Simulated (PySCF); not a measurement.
**Single-point calculation of HF**

System: HF.
Method: RKS-based HSE06, H def2-TZVPD, F def2-TZVPD; non-relativistic Hamiltonian; density fitting (PySCF 2.14.0).

The geometry comes from this level: PBE0.

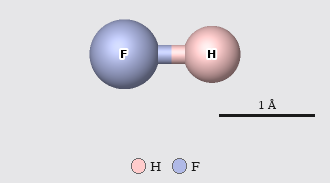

*The structure (ball-and-stick view, seen on its broad side).*

Bond lengths as drawn: F–H 0.92 Å.

**Results in brief**

- outcome: converged
- total energy: −100.404177 hartree
- HOMO: −11.42 eV
- LUMO: −0.05 eV
- dipole moment: 1.81 D
- hardware: 1 thread of Arm Neoverse N1, 98 GiB of memory available, shared host
- wall time: 1.9 s
- peak memory: 0.44 GiB

**Input**
```python
from pyscf import gto, scf, dft
mol = gto.M(atom='''
H      0.000000     0.000000    -0.874547
F      0.000000    -0.000000     0.046393''',
    basis={'H': 'def2-TZVPD', 'F': 'def2-TZVPD'},
    charge=0, spin=0)
mf = dft.RKS(mol, xc='HSE06')
mf.grids.atom_grid = (75, 302)
aux = {'H': 'def2-universal-JKFIT', 'F': 'def2-universal-JKFIT'}
mf = mf.density_fit(auxbasis=aux)
mf.conv_tol = 1e-09
mf.diis_space = 10
mf.max_cycle = 60
mf.verbose = 4
mf.kernel()
```

The script is an equivalent of the set-up of the self-consistent field. The run itself was carried out by a driver, which started from the orbitals of the step before it where there was one and computed the further properties.

Run as:
```bash
OMP_NUM_THREADS=1 python axn.py task.json out
```

**Output**
```
init E= -100.404164657312
  HOMO = -0.419708384874199  LUMO = -0.00176725652512744  gap/eV = 11.37276
cycle= 1 E= -100.40417595463  delta_E= -1.13e-05  |g|= 0.00334  |ddm|= 0.0106
  HOMO = -0.418862528568648  LUMO = -0.00172226756466642  gap/eV = 11.35096
cycle= 2 E= -100.40417452822  delta_E= 1.43e-06  |g|= 0.00457  |ddm|= 0.00266
  HOMO = -0.419665054586033  LUMO = -0.0018082227916878  gap/eV = 11.37046
cycle= 3 E= -100.404177255773  delta_E= -2.73e-06  |g|= 0.000229  |ddm|= 0.00176
  HOMO = -0.419608243719239  LUMO = -0.00179258351164435  gap/eV = 11.36934
cycle= 4 E= -100.404177263483  delta_E= -7.71e-09  |g|= 7.74e-06  |ddm|= 9.23e-05
  HOMO = -0.419606615214879  LUMO = -0.0017923249583518  gap/eV = 11.36931
Extra cycle  E= -100.404177263486  delta_E= -3.07e-12  |g|= 6.16e-06  |ddm|= 5.59e-06
converged SCF energy = -100.404177263486
```
